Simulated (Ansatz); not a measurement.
The parent structure is GaP in the zinc blende structure (space group F-43m, No. 216; a = 5.391 Å). Axes: x, y, z lie along the cube axes.

Modification: uniaxial strain ε_zz = +0.50 %, all other strain components held at zero, atoms relaxed at fixed cell.

Computed with DFT with LDA, PAW potentials and a 420 eV plane-wave cutoff in Ansatz (an electronic-structure program), no spin-orbit coupling.

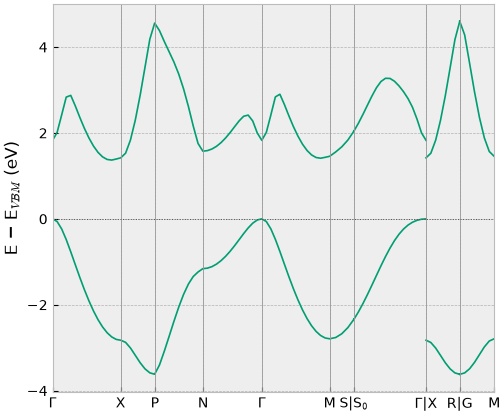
*Highest valence and lowest conduction band along the path of the changed cell's own zone*

The gap is 1.37 eV, indirect, Γ → Γ–X (87 % along); the base has 1.38 eV.

No phonon test of stability was made. k-point labels follow each cell's own Brillouin zone.
